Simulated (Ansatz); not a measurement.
# Run report: SiNH4F, molecular dynamics (part 5 of 5)

SiNH4F; RKS r2SCAN-D4/6-31G* (Ansatz 0.2.0). It belongs to a series of runs on one base structure; here: dynamics from the highest image of the converged band.

Geometry of the input (Å):
```
Si -0.1470  0.1541  0.2949
H  0.9404  -0.0975  1.5219
N  1.7250  -0.0434  0.4144
H  2.2998  -0.7529  -0.0507
H  2.2803  0.7752  0.6546
F  -0.4843  1.2562  -0.8558
H  -0.3737  -1.1857  -0.3519
```

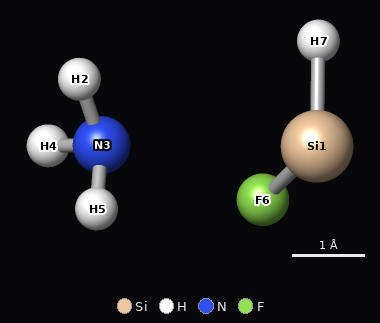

Fig. 1: The geometry at step 172 of the log (ball-and-stick view, seen at a tilt; atoms are numbered from 1 in the order of the input).

Trajectory as extended XYZ, continued:
```
7
Properties=species:S:1:pos:R:3:forces:R:3 step=143 time_fs=71.5 energy=-12145.78364 temperature=1016.7
Si   -0.6627    0.1966    0.3577    0.6348  -0.5925   0.2136
H     2.5929   -0.8004    0.7814    0.7318  -2.4923   1.8859
N     2.2826    0.0149    0.3810   -2.0254   0.6809  -0.6822
H     2.6015   -0.1131   -0.5668    0.1877   1.3383  -0.3881
H     2.5845    0.7897    0.9531    0.4399   0.3885  -0.7059
F    -0.2345    1.1473   -0.8640    0.0450   0.8632  -0.5810
H    -0.7178   -1.0794   -0.5271   -0.0137  -0.1861   0.2577
7
Properties=species:S:1:pos:R:3:forces:R:3 step=145 time_fs=72.5 energy=-12145.82916 temperature=1084.9
Si   -0.6698    0.1974    0.3586    0.6369  -0.5436   0.2365
H     2.5720   -0.8055    0.8317    0.3058  -1.4338   0.6954
N     2.2895    0.0184    0.3728   -2.1949  -1.6380  -0.7036
H     2.6120   -0.0580   -0.5749    0.3242   0.8600  -0.2830
H     2.5689    0.7474    0.9505    0.9184   2.1135   0.4219
F    -0.2272    1.1427   -0.8612    0.0415   0.9051  -0.5977
H    -0.7279   -1.0702   -0.5276   -0.0318  -0.2632   0.2305
7
Properties=species:S:1:pos:R:3:forces:R:3 step=147 time_fs=73.5 energy=-12145.79122 temperature=1028.4
Si   -0.6767    0.1979    0.3595    0.6496  -0.4845   0.2462
H     2.5540   -0.8240    0.8885   -0.0858   0.0713  -0.8136
N     2.2949    0.0209    0.3642   -2.0207  -3.5121  -0.1207
H     2.6255    0.0052   -0.5856    0.3775   0.3486  -0.0173
H     2.5620    0.7248    0.9517    1.0963   2.9804   1.1029
F    -0.2199    1.1385   -0.8588    0.0308   0.9230  -0.5982
H    -0.7382   -1.0635   -0.5260   -0.0477  -0.3267   0.2006
7
Properties=species:S:1:pos:R:3:forces:R:3 step=149 time_fs=74.5 energy=-12145.72905 temperature=932.3
Si   -0.6833    0.1983    0.3605    0.6718  -0.4228   0.2368
H     2.5353   -0.8422    0.9378   -0.1868   1.0961  -1.9688
N     2.2989    0.0210    0.3555   -1.5140  -3.3524   1.1312
H     2.6426    0.0718   -0.5963    0.3403  -0.1545   0.3598
H     2.5651    0.7298    0.9627    0.7371   2.2861   0.6492
F    -0.2126    1.1348   -0.8567    0.0118   0.9159  -0.5816
H    -0.7490   -1.0599   -0.5224   -0.0602  -0.3684   0.1735
7
Properties=species:S:1:pos:R:3:forces:R:3 step=150 time_fs=75.0 energy=-12145.69450 temperature=878.6
Si   -0.6865    0.1984    0.3610    0.6850  -0.3925   0.2237
H     2.5253   -0.8479    0.9560   -0.1449   1.3735  -2.3409
N     2.3005    0.0202    0.3514   -1.1984  -2.6588   1.8300
H     2.6524    0.1049   -0.6007    0.2930  -0.3975   0.5618
H     2.5697    0.7411    0.9710    0.4311   1.5516   0.1300
F    -0.2089    1.1331   -0.8557   -0.0011   0.9027  -0.5669
H    -0.7547   -1.0594   -0.5200   -0.0647  -0.3791   0.1623
7
Properties=species:S:1:pos:R:3:forces:R:3 step=152 time_fs=76.0 energy=-12145.60780 temperature=745.6
Si   -0.6928    0.1986    0.3621    0.7120  -0.3351   0.1797
H     2.5046   -0.8490    0.9750    0.0517   1.5158  -2.6791
N     2.3031    0.0173    0.3442   -0.6507  -0.8402   2.8434
H     2.6739    0.1675   -0.6049    0.1618  -0.8556   0.9168
H     2.5810    0.7729    0.9871   -0.1721   0.0359  -0.8827
F    -0.2016    1.1301   -0.8540   -0.0340   0.8570  -0.5247
H    -0.7664   -1.0611   -0.5140   -0.0687  -0.3777   0.1466
7
Properties=species:S:1:pos:R:3:forces:R:3 step=154 time_fs=77.0 energy=-12145.53592 temperature=635.7
Si   -0.6988    0.1987    0.3633    0.7355  -0.2844   0.1134
H     2.4843   -0.8360    0.9686    0.3398   1.1251  -2.4817
N     2.3053    0.0139    0.3389   -0.3552   1.0112   3.0338
H     2.6970    0.2220   -0.6004    0.0176  -1.2511   1.1030
H     2.5909    0.8054    0.9951   -0.5960  -1.0426  -1.4417
F    -0.1943    1.1275   -0.8526   -0.0758   0.7872  -0.4672
H    -0.7787   -1.0664   -0.5066   -0.0658  -0.3454   0.1404
7
Properties=species:S:1:pos:R:3:forces:R:3 step=156 time_fs=78.0 energy=-12145.51838 temperature=607.4
Si   -0.7046    0.1986    0.3645    0.7536  -0.2428   0.0288
H     2.4674   -0.8125    0.9389    0.6941   0.1004  -1.6975
N     2.3072    0.0111    0.3357   -0.3572   2.8537   2.3919
H     2.7203    0.2647   -0.5855   -0.0895  -1.5395   1.0237
H     2.5951    0.8282    0.9896   -0.8194  -1.5842  -1.4926
F    -0.1870    1.1254   -0.8514   -0.1253   0.6972  -0.3974
H    -0.7917   -1.0750   -0.4978   -0.0563  -0.2849   0.1430
7
Properties=species:S:1:pos:R:3:forces:R:3 step=158 time_fs=79.0 energy=-12145.52235 temperature=612.6
Si   -0.7102    0.1985    0.3658    0.7674  -0.2099  -0.0672
H     2.4571   -0.7886    0.8932    1.0917  -1.5495  -0.4027
N     2.3089    0.0104    0.3341   -0.6728   4.6731   1.1266
H     2.7428    0.2926   -0.5610   -0.1003  -1.6691   0.6221
H     2.5916    0.8362    0.9701   -0.8642  -1.6342  -1.1109
F    -0.1798    1.1235   -0.8504   -0.1804   0.5921  -0.3191
H    -0.8052   -1.0864   -0.4877   -0.0414  -0.2025   0.1511
7
Properties=species:S:1:pos:R:3:forces:R:3 step=160 time_fs=80.0 energy=-12145.53046 temperature=627.1
Si   -0.7154    0.1983    0.3670    0.7811  -0.1823  -0.1668
H     2.4572   -0.7793    0.8436    1.3973  -3.0177   0.7456
N     2.3101    0.0127    0.3332   -1.2359   5.5796  -0.0970
H     2.7644    0.3047   -0.5307    0.0373  -1.5968  -0.0924
H     2.5800    0.8288    0.9402   -0.7169  -1.1525  -0.3129
F    -0.1727    1.1220   -0.8496   -0.2403   0.4772  -0.2362
H    -0.8191   -1.0996   -0.4761   -0.0227  -0.1077   0.1597
7
Properties=species:S:1:pos:R:3:forces:R:3 step=162 time_fs=81.0 energy=-12145.59984 temperature=732.3
Si   -0.7204    0.1981    0.3681    0.7992  -0.1535  -0.2624
H     2.4705   -0.7979    0.8004    1.3468  -2.7852   0.8374
N     2.3104    0.0189    0.3324   -1.7954   3.9823  -0.5310
H     2.7865    0.3017   -0.5014    0.3040  -1.3326  -0.9491
H     2.5616    0.8108    0.9076   -0.3481  -0.0576   0.8944
F    -0.1657    1.1207   -0.8489   -0.3049   0.3577  -0.1529
H    -0.8333   -1.1139   -0.4630   -0.0015  -0.0110   0.1636
7
Properties=species:S:1:pos:R:3:forces:R:3 step=164 time_fs=82.0 energy=-12145.66431 temperature=829.9
Si   -0.7251    0.1978    0.3692    0.8224  -0.1183  -0.3459
H     2.4964   -0.8420    0.7648    0.8862  -0.8314   0.1643
N     2.3095    0.0276    0.3312   -2.0337   0.2470  -0.5977
H     2.8114    0.2859   -0.4811    0.5180  -0.9793  -1.5339
H     2.5400    0.7925    0.8836    0.1585   1.3662   2.2281
F    -0.1589    1.1197   -0.8482   -0.3722   0.2378  -0.0729
H    -0.8474   -1.1283   -0.4484    0.0208   0.0780   0.1581
7
Properties=species:S:1:pos:R:3:forces:R:3 step=166 time_fs=83.0 energy=-12145.66344 temperature=831.5
Si   -0.7296    0.1974    0.3701    0.8489  -0.0742  -0.4107
H     2.5307   -0.8941    0.7309    0.2862   1.2361  -0.3078
N     2.3072    0.0366    0.3296   -1.6528  -2.8405  -0.8483
H     2.8411    0.2608   -0.4750    0.4141  -0.6417  -1.4322
H     2.5198    0.7868    0.8805    0.4989   2.0464   2.8578
F    -0.1523    1.1187   -0.8477   -0.4381   0.1215   0.0005
H    -0.8613   -1.1420   -0.4322    0.0427   0.1523   0.1407
7
Properties=species:S:1:pos:R:3:forces:R:3 step=168 time_fs=84.0 energy=-12145.67510 temperature=848.1
Si   -0.7337    0.1971    0.3709    0.8768  -0.0188  -0.4528
H     2.5678   -0.9348    0.6944   -0.2239   2.4759  -0.3050
N     2.3038    0.0437    0.3274   -0.6366  -3.5489  -0.8602
H     2.8745    0.2295   -0.4822   -0.0534  -0.2984  -0.7026
H     2.5042    0.7996    0.9040    0.4742   1.1719   2.1449
F    -0.1458    1.1178   -0.8471   -0.4999   0.0115   0.0655
H    -0.8749   -1.1542   -0.4147    0.0629   0.2068   0.1102
7
Properties=species:S:1:pos:R:3:forces:R:3 step=170 time_fs=85.0 energy=-12145.65749 temperature=819.8
Si   -0.7375    0.1967    0.3715    0.9033   0.0512  -0.4712
H     2.6029   -0.9524    0.6551   -0.5789   2.8632   0.0056
N     2.3000    0.0485    0.3246    0.4937  -2.7240  -0.5507
H     2.9074    0.1954   -0.4960   -0.6412   0.1162   0.1747
H     2.4930    0.8233    0.9474    0.2987  -0.4537   0.6536
F    -0.1397    1.1169   -0.8464   -0.5566  -0.0909   0.1215
H    -0.8878   -1.1645   -0.3962    0.0809   0.2380   0.0665
7
Properties=species:S:1:pos:R:3:forces:R:3 step=172 time_fs=86.0 energy=-12145.56964 temperature=686.0
Si   -0.7411    0.1963    0.3720    0.9259   0.1379  -0.4660
H     2.6325   -0.9430    0.6160   -0.7650   2.5546   0.4705
N     2.2965    0.0514    0.3214    1.2450  -1.6366  -0.2680
H     2.9342    0.1624   -0.5084   -1.0913   0.5910   0.7884
H     2.4847    0.8428    0.9973    0.1964  -1.7062  -0.7034
F    -0.1338    1.1159   -0.8458   -0.6078  -0.1849   0.1679
H    -0.9000   -1.1725   -0.3770    0.0967   0.2442   0.0107
7
Properties=species:S:1:pos:R:3:forces:R:3 step=174 time_fs=87.0 energy=-12145.47746 temperature=544.6
Si   -0.7443    0.1960    0.3723    0.9433   0.2393  -0.4387
H     2.6550   -0.9095    0.5814   -0.7362   1.5885   1.0203
N     2.2939    0.0531    0.3181    1.4476  -0.5803  -0.1456
H     2.9507    0.1352   -0.5134   -1.2913   1.0621   0.9925
H     2.4783    0.8464    1.0407    0.1793  -2.2673  -1.5771
F    -0.1282    1.1149   -0.8450   -0.6528  -0.2683   0.2035
H    -0.9112   -1.1781   -0.3577    0.1102   0.2261  -0.0549
7
Properties=species:S:1:pos:R:3:forces:R:3 step=176 time_fs=88.0 energy=-12145.42912 temperature=469.4
Si   -0.7472    0.1958    0.3725    0.9547   0.3494  -0.3920
H     2.6705   -0.8612    0.5567   -0.4236  -0.0128   1.6011
N     2.2922    0.0545    0.3146    1.0671   0.5708  -0.1517
H     2.9550    0.1180   -0.5092   -1.2269   1.4630   0.8034
H     2.4737    0.8287    1.0693    0.1974  -2.2187  -1.9610
F    -0.1230    1.1137   -0.8441   -0.6901  -0.3388   0.2268
H    -0.9214   -1.1817   -0.3389    0.1212   0.1872  -0.1266
7
Properties=species:S:1:pos:R:3:forces:R:3 step=178 time_fs=89.0 energy=-12145.42239 temperature=459.3
Si   -0.7497    0.1957    0.3725    0.9599   0.4599  -0.3296
H     2.6821   -0.8132    0.5471    0.0950  -1.8303   2.0645
N     2.2912    0.0562    0.3111    0.2099   1.5096  -0.2410
H     2.9477    0.1147   -0.4975   -0.9149   1.7309   0.2990
H     2.4710    0.7901    1.0794    0.2376  -1.6092  -1.8300
F    -0.1181    1.1123   -0.8431   -0.7175  -0.3944   0.2367
H    -0.9304   -1.1834   -0.3214    0.1300   0.1335  -0.1997
7
Properties=species:S:1:pos:R:3:forces:R:3 step=180 time_fs=90.0 energy=-12145.46872 temperature=530.3
Si   -0.7520    0.1957    0.3725    0.9595   0.5618  -0.2568
H     2.6946   -0.7822    0.5571    0.3885  -2.7806   2.0880
N     2.2904    0.0589    0.3074   -0.6800   1.1699  -0.3759
H     2.9318    0.1280   -0.4830   -0.4080   1.8098  -0.3837
H     2.4706    0.7365    1.0724    0.3374  -0.4001  -1.0358
F    -0.1135    1.1108   -0.8420   -0.7342  -0.4340   0.2330
H    -0.9382   -1.1839   -0.3058    0.1369   0.0733  -0.2688
7
Properties=species:S:1:pos:R:3:forces:R:3 step=182 time_fs=91.0 energy=-12145.53686 temperature=632.8
Si   -0.7539    0.1960    0.3723    0.9548   0.6450  -0.1805
H     2.7103   -0.7768    0.5866    0.0835  -2.1583   1.4158
N     2.2891    0.0624    0.3034   -1.1219  -1.0061  -0.5855
H     2.9120    0.1584   -0.4722    0.1406   1.6762  -1.0002
H     2.4735    0.6793    1.0559    0.5412   1.2838   0.4622
F    -0.1094    1.1090   -0.8408   -0.7406  -0.4566   0.2163
H    -0.9446   -1.1836   -0.2927    0.1425   0.0160  -0.3281
7
Properties=species:S:1:pos:R:3:forces:R:3 step=184 time_fs=92.0 energy=-12145.54541 temperature=648.3
Si   -0.7554    0.1964    0.3721    0.9470   0.6994  -0.1084
H     2.7267   -0.7915    0.6294   -0.5152  -0.7071   0.2815
N     2.2871    0.0651    0.2990   -1.0458  -3.5581  -0.7249
H     2.8934    0.2047   -0.4707    0.4614   1.3446  -1.2128
H     2.4815    0.6343    1.0440    0.7431   2.7116   1.9486
F    -0.1056    1.1070   -0.8395   -0.7377  -0.4620   0.1881
H    -0.9497   -1.1832   -0.2828    0.1471  -0.0284  -0.3722
7
Properties=species:S:1:pos:R:3:forces:R:3 step=186 time_fs=93.0 energy=-12145.55709 temperature=667.1
Si   -0.7567    0.1971    0.3718    0.9366   0.7165  -0.0472
H     2.7382   -0.8132    0.6749   -0.9247   0.5418  -0.8198
N     2.2844    0.0654    0.2941   -0.4241  -4.4348  -0.1026
H     2.8789    0.2638   -0.4804    0.3672   0.8239  -0.8187
H     2.4965    0.6144    1.0497    0.6201   2.8549   2.0342
F    -0.1022    1.1047   -0.8380   -0.7262  -0.4502   0.1508
H    -0.9534   -1.1831   -0.2764    0.1510  -0.0521  -0.3967
7
Properties=species:S:1:pos:R:3:forces:R:3 step=188 time_fs=94.0 energy=-12145.58949 temperature=714.3
Si   -0.7576    0.1981    0.3715    0.9217   0.6929  -0.0001
H     2.7411   -0.8300    0.7128   -1.0143   1.2547  -1.6053
N     2.2814    0.0628    0.2892    0.5733  -3.4153   1.2699
H     2.8678    0.3306   -0.4977   -0.0257   0.1408  -0.0058
H     2.5172    0.6211    1.0740    0.0966   1.8004   0.6351
F    -0.0992    1.1023   -0.8365   -0.7067  -0.4222   0.1061
H    -0.9557   -1.1834   -0.2738    0.1551  -0.0513  -0.3998
7
Properties=species:S:1:pos:R:3:forces:R:3 step=190 time_fs=95.0 energy=-12145.54683 temperature=649.5
Si   -0.7582    0.1992    0.3712    0.9002   0.6303   0.0323
H     2.7345   -0.8351    0.7355   -0.8485   1.4722  -2.0184
N     2.2788    0.0579    0.2852    1.4002  -1.6409   2.4262
H     2.8565    0.3988   -0.5151   -0.4370  -0.5952   0.8039
H     2.5387    0.6450    1.1043   -0.4942   0.5392  -0.9172
F    -0.0965    1.0996   -0.8350   -0.6802  -0.3790   0.0552
H    -0.9565   -1.1842   -0.2751    0.1595  -0.0266  -0.3821
7
Properties=species:S:1:pos:R:3:forces:R:3 step=192 time_fs=96.0 energy=-12145.45799 temperature=514.7
Si   -0.7585    0.2006    0.3710    0.8725   0.5334   0.0513
H     2.7198   -0.8264    0.7391   -0.4792   1.2217  -2.0605
N     2.2771    0.0518    0.2828    1.6982   0.1750   2.8931
H     2.8410    0.4614   -0.5250   -0.6911  -1.2416   1.3092
H     2.5557    0.6742    1.1262   -0.9160  -0.3853  -1.8466
F    -0.0941    1.0967   -0.8334   -0.6480  -0.3207  -0.0010
H    -0.9557   -1.1853   -0.2799    0.1636   0.0175  -0.3455
7
Properties=species:S:1:pos:R:3:forces:R:3 step=194 time_fs=97.0 energy=-12145.41346 temperature=446.1
Si   -0.7585    0.2022    0.3707    0.8399   0.4083   0.0595
H     2.7007   -0.8063    0.7233    0.1035   0.4276  -1.7105
N     2.2766    0.0459    0.2824    1.3986   1.9718   2.7338
H     2.8191    0.5122   -0.5226   -0.7519  -1.6938   1.4092
H     2.5639    0.6999    1.1308   -1.1448  -0.9406  -2.1363
F    -0.0921    1.0937   -0.8318   -0.6110  -0.2473  -0.0622
H    -0.9534   -1.1862   -0.2881    0.1656   0.0740  -0.2935
7
Properties=species:S:1:pos:R:3:forces:R:3 step=196 time_fs=98.0 energy=-12145.43226 temperature=474.1
Si   -0.7583    0.2039    0.3705    0.8029   0.2632   0.0613
H     2.6827   -0.7824    0.6913    0.8939  -0.9299  -1.0006
N     2.2770    0.0413    0.2838    0.5342   3.7566   2.1352
H     2.7900    0.5469   -0.5069   -0.6226  -1.8733   1.0761
H     2.5614    0.7168    1.1153   -1.2040  -1.1910  -1.9136
F    -0.0904    1.0905   -0.8302   -0.5681  -0.1601  -0.1277
H    -0.9495   -1.1863   -0.2991    0.1636   0.1345  -0.2307
7
Properties=species:S:1:pos:R:3:forces:R:3 step=198 time_fs=99.0 energy=-12145.48788 temperature=560.3
Si   -0.7577    0.2058    0.3703    0.7619   0.1077   0.0616
H     2.6733   -0.7676    0.6497    1.6421  -2.3274  -0.2548
N     2.2778    0.0393    0.2867   -0.6754   4.8880   1.4735
H     2.7552    0.5639   -0.4813   -0.2871  -1.6900   0.2685
H     2.5474    0.7226    1.0818   -1.0788  -1.1070  -1.1900
F    -0.0890    1.0873   -0.8287   -0.5185  -0.0616  -0.1964
H    -0.9440   -1.1852   -0.3122    0.1559   0.1903  -0.1623
7
Properties=species:S:1:pos:R:3:forces:R:3 step=200 time_fs=100.0 energy=-12145.57456 temperature=692.1
Si   -0.7569    0.2076    0.3701    0.7197  -0.0468   0.0647
H     2.6792   -0.7742    0.6054    1.7772  -2.5385  -0.0091
N     2.2781    0.0406    0.2907   -1.6984   3.9368   1.1801
H     2.7177    0.5650   -0.4533    0.2432  -1.0924  -0.9938
H     2.5232    0.7180    1.0372   -0.7204  -0.5378   0.1197
F    -0.0879    1.0840   -0.8273   -0.4633   0.0460  -0.2678
H    -0.9370   -1.1823   -0.3270    0.1420   0.2328  -0.0938
```

Summary:

| quantity | value |
| --- | --- |
| outcome | finished |
| mean temperature over the second half | 883 K |
| trajectory | 200 steps, 100 fs |
| ensemble | nve |
| temperature in the input | 300.0 K |
| time step | 0.5 fs |
| potential energy (last step) | −12145.5746 eV |
| mean-field energy (last step) | −12145.5528 eV |
| largest force (length of the vector) (last step) | 4.447 eV/Å |
| hardware | 1 thread of AMD EPYC (Zen 3), 192 GiB of memory available, shared host |
| wall time | 7 min |
| peak memory | 0.12 GiB |

Remarks:

So short a trajectory is not equilibrated.
